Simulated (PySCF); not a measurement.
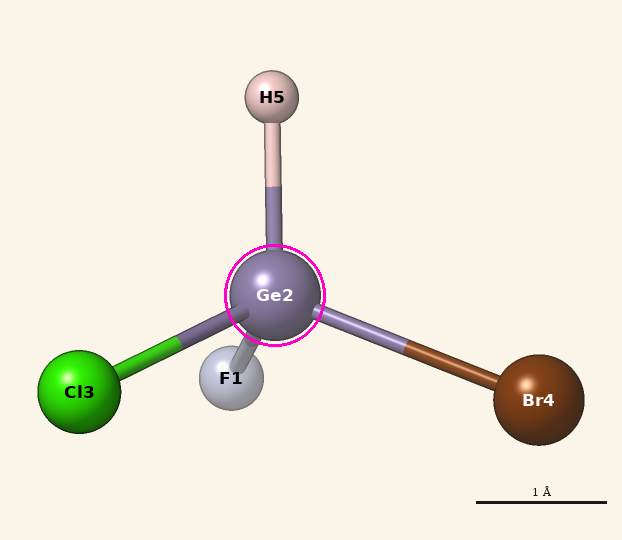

Orthographic view. Distant atoms are faded towards the background colour. The computed structure is the end point of a PBE0-D3(BJ)/def2-SVP optimisation. No frequency run is at hand to confirm it as a minimum.

Question: Name the neighbours of the circled atom.

Answer: The circled atom is Ge2; it is bonded to F1, Cl3, Br4, H5.

Question: Which two atoms are farthest apart in space?

Answer: Cl3 and Br4, 3.60 Å.

Question: Which atom is farthest from the viewer?

Answer: F1, 1.6 Å behind the mean position.

Question: Which atom is nearest the viewer?

Answer: Cl3, 1.3 Å in front of the mean position.
